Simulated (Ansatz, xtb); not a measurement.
Breaking the Zn1–H2 bond in H2Zn (SMILES [ZnH2]) (multiplicity 1 held, fragments rigid). Energies count from the point at 1.544 Å.
Geometry at that point (charge 0, multiplicity 1):
```tsv
atom	x (Å)	y (Å)	z (Å)
Zn	0.0000	0.0000	0.0000
H	0.0000	0.0000	1.5440
H	0.0000	0.0000	-1.5440
```

Restricted levels (R-, RO-) in cc, def2 and unpolarised 6-31G sets keep to the state of the molecule at rest. Active spaces are followed from a long bond inwards. Curves can end on different states.

Correlated levels freeze the cores.

Codes used: Ansatz (a first-principles code); xtb for the GFN methods.  The GFN methods have no spin term and hold the electronic entropy of 300 K.

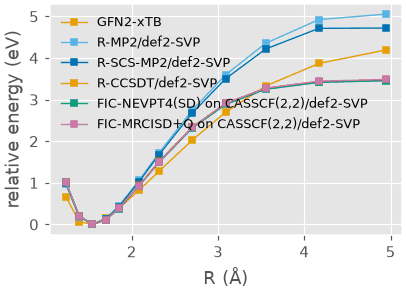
Figure. Relative energy along the coordinate

Doubts at one or more of the structures used: a restricted determinant that unrestricted orbitals would lower (R-MP2/def2-SVP, R-SCS-MP2/def2-SVP, R-CCSDT/def2-SVP); other coupled-cluster roots lie near (R-CCSDT/def2-SVP); T1 above 0.05 (R-CCSDT/def2-SVP).
